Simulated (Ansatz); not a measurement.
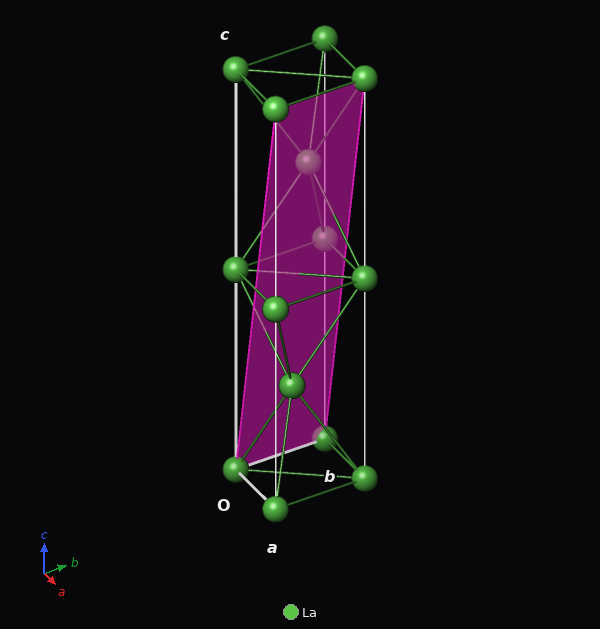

For La, the input geometry of an electronic-structure calculation (not necessarily at equilibrium): every member of one family of equally spaced planes, hx + ky + lz = a whole number, that cuts the unit cell is shaded (one member passes through the origin O). All values are computed from the atomic coordinates in the standard setting (tolerance 0.002 Å).

a = 3.601 Å, b = 3.601 Å, c = 11.507 Å, α = 90.00°, β = 90.00°, γ = 120.00°.

**Index the planes.**

(1 0 −1), in four indices (1 0 −1 −1); the opposite sign names the same planes. The member next to the origin meets the axes a at 1, b never, c at −1.

**What is the spacing?**

d = 3.010 Å.

**Which atoms of the cell lie in these planes (within 0.03 Å)?**

1 of the 4 La.

**The space group is P6₃/mmc (No. 194). How many reflections hkl are equivalent to this one (itself included), and does it occur?**

12 reflections are equivalent in the Laue class 6/mmm. The space group allows the reflection.
